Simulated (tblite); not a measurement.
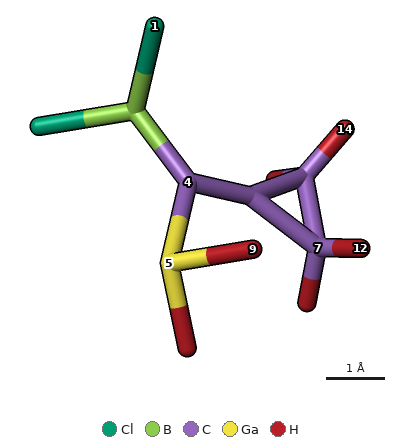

Figure 1. The starting structure (stick view, seen at a tilt; atoms are numbered from 1 in the order of the input). Sticks mark near contacts.

Run report: C₄H₆BCl₂Ga, geometry relaxation

The run: geometry relaxation of C₄H₆BCl₂Ga. Method and program: GFN2-xTB geometry optimisation, gas phase (tblite 0.8.0).

It belongs to a series of runs on one base structure; here: H on C replaced by BCl2.

### Output
```
step      E/eV     max force
  0    -627.89788    1.842
  1    -628.15663    1.719
  2    -628.50975    2.292
  3    -628.58419    1.555
  4    -628.65688    0.992
  5    -628.77509    0.993
  6    -628.83287    1.057
  7    -628.88876    0.952
  8    -628.92378    0.512
  9    -628.93633    0.286
 10    -628.94293    0.194
 11    -628.94742    0.204
 12    -628.95087    0.220
 13    -628.95386    0.171
 14    -628.95601    0.145
 15    -628.95799    0.142
 16    -628.96035    0.187
 17    -628.96300    0.161
 18    -628.96541    0.143
 19    -628.96712    0.121
 20    -628.96821    0.090
 21    -628.96905    0.080
 22    -628.96991    0.091
 23    -628.97098    0.116
 24    -628.97240    0.132
 25    -628.97405    0.132
 26    -628.97562    0.098
 27    -628.97698    0.108
 28    -628.97841    0.139
 29    -628.98040    0.180
 30    -628.98327    0.202
 31    -628.98685    0.179
 32    -628.99058    0.160
 33    -628.99429    0.184
 34    -628.99824    0.176
 35    -629.00257    0.194
 36    -629.00723    0.205
 37    -629.01164    0.198
 38    -629.01614    0.180
 39    -629.02289    0.247
 40    -629.03702    0.377
 41    -629.05458    0.513
 42    -629.07357    0.656
 43    -629.09418    0.996
 44    -629.12503    1.133
 45    -629.13083    2.114
 46    -629.22988    0.897
 47    -629.28636    0.957
 48    -629.35167    0.562
 49    -629.41354    1.006
 50    -629.44897    0.459
 51    -629.47680    0.436
 52    -629.49961    0.372
 53    -629.51335    0.338
 54    -629.53710    0.349
 55    -629.55536    0.411
 56    -629.57600    0.406
 57    -629.60035    0.310
 58    -629.63056    0.381
 59    -629.65824    0.487
 60    -629.67735    0.548
 61    -629.69281    0.312
 62    -629.70327    0.269
 63    -629.71650    0.336
 64    -629.72803    0.408
 65    -629.74089    0.366
 66    -629.75438    0.263
 67    -629.76462    0.225
 68    -629.77012    0.178
 69    -629.77342    0.130
 70    -629.77582    0.139
 71    -629.77774    0.178
 72    -629.77964    0.149
 73    -629.78238    0.135
 74    -629.78459    0.146
 75    -629.78670    0.120
 76    -629.78809    0.081
 77    -629.78914    0.071
 78    -629.79012    0.094
 79    -629.79111    0.125
 80    -629.79192    0.107
 81    -629.79259    0.084
 82    -629.79332    0.110
 83    -629.79425    0.126
 84    -629.79542    0.108
 85    -629.79681    0.101
 86    -629.79857    0.119
 87    -629.80117    0.184
 88    -629.80474    0.233
 89    -629.81024    0.279
 90    -629.81564    0.291
 91    -629.82644    0.385
 92    -629.83534    0.448
 93    -629.85254    0.344
 94    -629.85997    0.197
 95    -629.85974    0.465
 96    -629.86651    0.220
 97    -629.87014    0.161
 98    -629.87304    0.151
 99    -629.87686    0.173
100    -629.87999    0.137
101    -629.88267    0.092
102    -629.88397    0.094
103    -629.88547    0.124
104    -629.88681    0.124
105    -629.88876    0.119
106    -629.89087    0.092
107    -629.89261    0.073
108    -629.89360    0.078
109    -629.89440    0.073
110    -629.89550    0.073
111    -629.89698    0.082
112    -629.89845    0.087
113    -629.89975    0.081
114    -629.90094    0.102
115    -629.90218    0.102
116    -629.90331    0.092
117    -629.90410    0.054
118    -629.90451    0.067
119    -629.90486    0.047
120    -629.90527    0.053
121    -629.90635    0.088
122    -629.90694    0.097
123    -629.90793    0.072
124    -629.90870    0.067
125    -629.90946    0.051
126    -629.91006    0.062
127    -629.91061    0.064
128    -629.91100    0.040
129    -629.91108    0.083
130    -629.91133    0.037
131    -629.91145    0.033
132    -629.91169    0.031
133    -629.91185    0.037
134    -629.91206    0.040
135    -629.91235    0.043
136    -629.91276    0.051
137    -629.91325    0.059
138    -629.91378    0.052
139    -629.91420    0.050
140    -629.91454    0.085
141    -629.91502    0.062
142    -629.91557    0.047
143    -629.91637    0.059
144    -629.91688    0.076
145    -629.91789    0.085
146    -629.91920    0.087
147    -629.92068    0.148
148    -629.92093    0.113
149    -629.92255    0.073
150    -629.92314    0.061
151    -629.92365    0.040
152    -629.92378    0.026
153    -629.92387    0.015
154    -629.92392    0.017
155    -629.92398    0.017
156    -629.92404    0.021
157    -629.92409    0.024
158    -629.92416    0.020
159    -629.92424    0.021
160    -629.92435    0.019
161    -629.92443    0.020
162    -629.92448    0.015
163    -629.92452    0.012
164    -629.92454    0.009
```

### Trajectory as extended XYZ (Å, eV, eV/Å), 8 of the 165 frames kept, from step=0 to step=164
```
14
Properties=species:S:1:pos:R:3:forces:R:3 step=0 energy=-627.89788
Cl   -2.0820    0.9726    2.6810    0.5310   0.6750  -1.4300
B    -1.5172    1.4525    0.9854   -1.5340  -0.5350   0.1660
Cl   -2.3171    2.8204    0.1269    0.6480  -0.9510   0.8040
C    -0.8717    0.3182    0.1331    0.9790   1.3130   0.5340
Ga   -2.0259   -1.0703   -0.9554    1.4510  -0.3610   1.0760
C     0.4393    0.1246    0.0434    0.8600  -0.5990  -0.4190
C     1.5815   -0.6720   -0.5339   -0.8980   0.2810  -0.2280
C     1.8708    0.4950    0.3826   -1.2030   0.1210   0.1510
H    -1.5011   -2.4451   -0.1512   -0.6460   0.0060   0.2210
H    -1.4484   -1.4998   -2.3235   -0.2160   0.2540  -1.0360
H     1.8438   -0.5326   -1.5873   -0.2620  -0.2570   0.3570
H     1.6122   -1.7089   -0.1668    0.3790   0.6700  -0.1680
H     2.1530    1.4818   -0.0299    0.1430  -0.9040   0.2180
H     2.2620    0.2632    1.3733   -0.2330   0.2870  -0.2470
14
Properties=species:S:1:pos:R:3:forces:R:3 step=23 energy=-628.97098
Cl   -2.0885    1.0272    2.5750   -0.0400  -0.0130  -0.0140
B    -1.6605    1.3923    0.9430    0.0650  -0.0400  -0.0250
Cl   -2.3343    2.7893    0.1906   -0.0060  -0.0280  -0.0050
C    -0.8252    0.3797    0.1412    0.0070   0.0140   0.0880
Ga   -1.5618   -1.2438   -0.8439    0.0110   0.0780  -0.0850
C     0.4831    0.1950    0.0617    0.0260  -0.0480  -0.0240
C     1.5371   -0.6470   -0.5334   -0.0460  -0.0130  -0.0020
C     1.8688    0.5243    0.3848   -0.0190   0.0030  -0.0260
H    -1.7912   -2.6090   -0.0918   -0.0490  -0.0260   0.0310
H    -1.6130   -1.3172   -2.4278   -0.0120   0.0180   0.0600
H     1.7478   -0.5378   -1.5913    0.0410  -0.0060   0.0190
H     1.6864   -1.6531   -0.1553    0.0250   0.0100   0.0040
H     2.3219    1.4011   -0.0542    0.0020   0.0230  -0.0070
H     2.2286    0.2982    1.3795   -0.0070   0.0280  -0.0130
14
Properties=species:S:1:pos:R:3:forces:R:3 step=47 energy=-629.28636
Cl   -2.7991    0.3594    2.1788    0.1650  -0.0430  -0.1910
B    -1.5864    0.8472    1.0454    0.3310  -0.1090  -0.1810
Cl   -2.1217    1.9106   -0.2783   -0.3260  -0.3020  -0.0210
C    -0.4745   -0.0634    0.5688    0.8840   0.3110  -0.1930
Ga   -2.0576   -0.8777   -0.5435   -0.1450   0.2780  -0.0890
C     0.7914    0.0318    0.1723   -0.7240  -0.3940  -0.1170
C     1.9490   -0.6681   -0.4300    0.3450   0.4840  -0.0740
C     2.0851    0.7198    0.1875    0.0060  -0.0370   0.1670
H    -3.2306   -1.8377   -0.1060    0.1050   0.1490   0.1230
H    -1.9454   -0.6313   -2.0962    0.0650  -0.0410   0.0750
H     2.1851   -0.7347   -1.4902   -0.5830  -0.0310   0.1170
H     2.3489   -1.5193    0.1149   -0.0700   0.1800   0.0520
H     2.2234    1.5946   -0.4376   -0.2130  -0.2360  -0.2970
H     2.6318    0.8681    1.0920    0.1610  -0.2110   0.6310
14
Properties=species:S:1:pos:R:3:forces:R:3 step=70 energy=-629.77582
Cl   -2.4263    0.5366    2.4393    0.0790   0.0210  -0.0230
B    -1.6227    0.9081    0.9765    0.0050  -0.0220  -0.0040
Cl   -2.7812    1.4917   -0.3552    0.0930  -0.0950   0.0270
C    -0.4746    0.1829    0.3751   -0.0580  -0.0290   0.0140
Ga   -2.0574   -0.7104   -0.7395   -0.0170   0.0110   0.0170
C     0.8200    0.0868    0.2160   -0.0280  -0.0280  -0.1330
C     1.9246   -0.6256   -0.4483   -0.0210  -0.0300   0.0620
C     2.1698    0.6535    0.3223   -0.0030   0.0380   0.0020
H    -3.1304   -1.5990   -0.0433    0.0140   0.0200  -0.0260
H    -1.7629   -0.9075   -2.2561   -0.0120   0.0280   0.0090
H     1.9821   -0.6070   -1.5274   -0.0430   0.0060  -0.0110
H     2.2851   -1.5457   -0.0108   -0.0380  -0.0390  -0.0050
H     2.3713    1.5591   -0.2288    0.0710   0.0570   0.0010
H     2.7020    0.5761    1.2581   -0.0420   0.0620   0.0700
14
Properties=species:S:1:pos:R:3:forces:R:3 step=94 energy=-629.85997
Cl   -1.6048    1.2215    2.6291    0.0120   0.0990   0.0340
B    -1.5467    0.9384    0.9581   -0.0400  -0.1550  -0.0240
Cl   -3.0804    1.1294    0.0186    0.0150   0.0410  -0.0140
C    -0.5769    0.0992    0.1617    0.1280  -0.0840   0.0540
Ga   -2.0822   -0.8104   -0.9344    0.0320   0.0870  -0.0500
C     0.7426    0.0385    0.0684   -0.0390   0.1870   0.0480
C     1.9435   -0.6564   -0.3875    0.0330   0.0000   0.0390
C     2.0447    0.6458    0.3859   -0.1270   0.0420  -0.0140
H    -3.0767   -1.8718   -0.3664    0.0620  -0.0230  -0.0310
H    -1.8958   -0.6867   -2.4821   -0.0960  -0.0240  -0.0290
H     2.2115   -0.6278   -1.4325   -0.0700  -0.0410  -0.0820
H     2.2050   -1.5832    0.0989    0.0600  -0.0680   0.0530
H     2.3539    1.5275   -0.1605   -0.0120  -0.0380   0.0790
H     2.3616    0.6355    1.4204    0.0410  -0.0210  -0.0650
14
Properties=species:S:1:pos:R:3:forces:R:3 step=117 energy=-629.90410
Cl   -1.4149    1.5964    2.5156    0.0020   0.0010  -0.0450
B    -1.5323    0.9398    0.9563   -0.0330  -0.0040  -0.0070
Cl   -3.1173    1.0014    0.1118    0.0010  -0.0060   0.0370
C    -0.5978    0.0360    0.1710    0.0310  -0.0150  -0.0190
Ga   -2.0613   -0.8375   -0.9976   -0.0080   0.0190   0.0310
C     0.7303   -0.0030    0.1311   -0.0490   0.0080   0.0070
C     1.9345   -0.6672   -0.3627   -0.0140  -0.0140  -0.0260
C     2.0190    0.6230    0.4364    0.0150   0.0040  -0.0070
H    -2.9127   -2.0505   -0.4987    0.0100   0.0070   0.0030
H    -2.1048   -0.5338   -2.5321    0.0170  -0.0010   0.0010
H     2.1488   -0.6374   -1.4224    0.0070   0.0130   0.0100
H     2.2336   -1.5935    0.1086    0.0220   0.0220   0.0160
H     2.2777    1.5318   -0.0878    0.0230   0.0110  -0.0060
H     2.3965    0.5941    1.4484   -0.0250  -0.0470   0.0080
14
Properties=species:S:1:pos:R:3:forces:R:3 step=141 energy=-629.91502
Cl   -1.1811    2.0449    2.1691    0.0020  -0.0040   0.0100
B    -1.5111    0.9770    0.9002   -0.0290   0.0170  -0.0100
Cl   -3.1998    0.7475    0.3713    0.0000   0.0200  -0.0200
C    -0.6189    0.0313    0.0952    0.0260  -0.0220  -0.0140
Ga   -2.0840   -0.8866   -1.0104    0.0120   0.0150  -0.0200
C     0.7142    0.0009    0.1056   -0.0150  -0.0140  -0.0010
C     1.9313   -0.6489   -0.3719    0.0130   0.0120  -0.0420
C     1.9929    0.5695    0.5354    0.0130  -0.0030  -0.0200
H    -2.7670   -2.2304   -0.6013   -0.0050  -0.0050   0.0060
H    -2.2867   -0.4153   -2.4949   -0.0230  -0.0190   0.0540
H     2.2046   -0.5250   -1.4110    0.0170  -0.0350   0.0110
H     2.1909   -1.6178    0.0335    0.0020   0.0330  -0.0090
H     2.3059    1.5064    0.0961   -0.0030   0.0170   0.0480
H     2.3081    0.4461    1.5612   -0.0100  -0.0120   0.0070
14
Properties=species:S:1:pos:R:3:forces:R:3 step=164 energy=-629.92454
Cl   -1.1053    2.2055    1.9626    0.0010  -0.0010  -0.0010
B    -1.4882    1.0143    0.8252    0.0000   0.0020   0.0030
Cl   -3.1934    0.7223    0.4069   -0.0040   0.0010  -0.0010
C    -0.6116    0.0556    0.0106    0.0000   0.0000   0.0000
Ga   -2.1085   -0.9080   -1.0059   -0.0020  -0.0040   0.0000
C     0.7203    0.0031    0.0635   -0.0020   0.0040   0.0060
C     1.9598   -0.6051   -0.4101    0.0010   0.0020  -0.0020
C     1.9753    0.5093    0.6237    0.0040  -0.0030   0.0040
H    -2.6788   -2.2756   -0.5056    0.0040   0.0010  -0.0010
H    -2.5012   -0.4804   -2.4577   -0.0020   0.0010  -0.0020
H     2.2918   -0.3833   -1.4147    0.0030  -0.0020  -0.0030
H     2.1970   -1.6104   -0.0911    0.0020  -0.0040   0.0020
H     2.3180    1.4893    0.3239    0.0020   0.0020  -0.0020
H     2.2240    0.2630    1.6464   -0.0070   0.0000  -0.0050
```

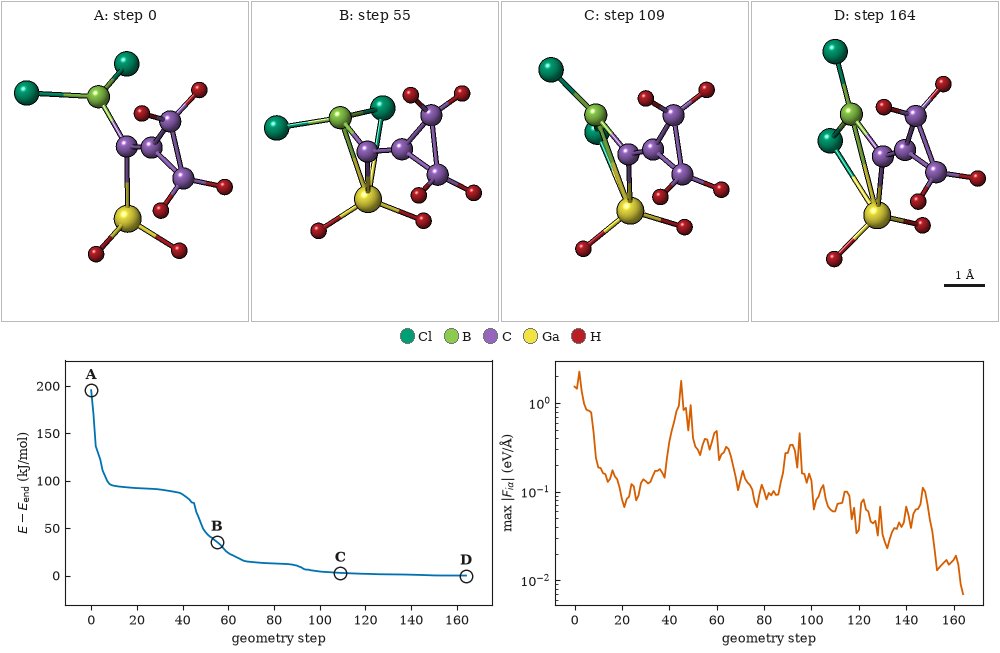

Figure 2. Frames of the relaxation (ball-and-stick view, seen at a tilt) above the curves, on which the letters mark them (steps are counted from 0).

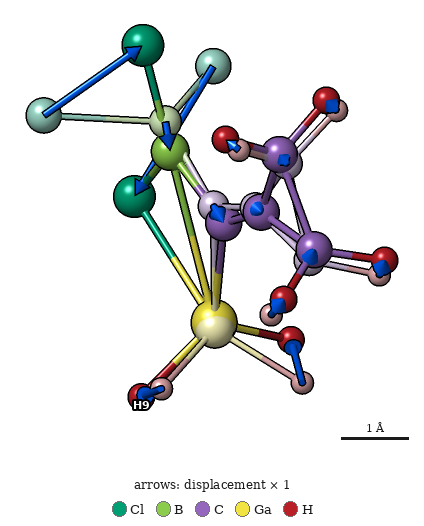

Figure 3. Start (faint) and end (solid) with the displacements as blue arrows, at true length (ball-and-stick view, seen at a tilt). The two geometries are laid on each other by the best rigid fit. The largest move after the best rigid fit is that of Cl3, 2.29 Å. By element the largest moves are Cl 2.29 Å, H 1.40 Å, B 0.46 Å, C 0.41 Å, Ga 0.14 Å. Distances before and after: Cl3–Ga5 4.049 → 2.415 Å, B2–Ga5 3.223 → 2.726 Å, Cl1–B2 1.851 → 1.691 Å, Ga5–H9 1.677 → 1.564 Å. New bonds form: Cl3–Ga5 (4.05 → 2.41 Å). Among the angles that change: C4–Ga5–H9 97.0° → 121.2°, B2–C4–Ga5 122.3° → 98.0°, Ga5–C4–C6 114.2° → 136.9°. After 164 geometry steps the energy has fallen by 195.5 kJ/mol. The largest force component goes from 1.5 to 0.007 eV/Å. (Atoms are counted from 1 in the order of the input.)

This output came from the following input.

### Input file
```
{"job": {"kind": "relax", "xc": "GFN2-xTB", "basis": "xTB"}, "charge": 0, "multiplicity": 1}
Cl    -2.082000     0.972600     2.681000
B     -1.517200     1.452500     0.985400
Cl    -2.317100     2.820400     0.126900
C     -0.871700     0.318200     0.133100
Ga    -2.025900    -1.070300    -0.955400
C      0.439300     0.124600     0.043400
C      1.581500    -0.672000    -0.533900
C      1.870800     0.495000     0.382600
H     -1.501100    -2.445100    -0.151200
H     -1.448400    -1.499800    -2.323500
H      1.843800    -0.532600    -1.587300
H      1.612200    -1.708900    -0.166800
H      2.153000     1.481800    -0.029900
H      2.262000     0.263200     1.373300
```

The first line tells a small driver script what to run in tblite; the rest is the geometry in Å.

Launch command:
```bash
OMP_NUM_THREADS=1 python <driver script> task.json out
```

### Results in brief

```json
{"quantity": "outcome", "value": "converged"}
{"quantity": "total energy", "value": "−629.9245 eV"}
{"quantity": "hardware", "value": "1 CPU thread, shared host"}
{"quantity": "wall time", "value": "1.6 s"}
{"quantity": "peak memory", "value": "0.18 GiB"}
```
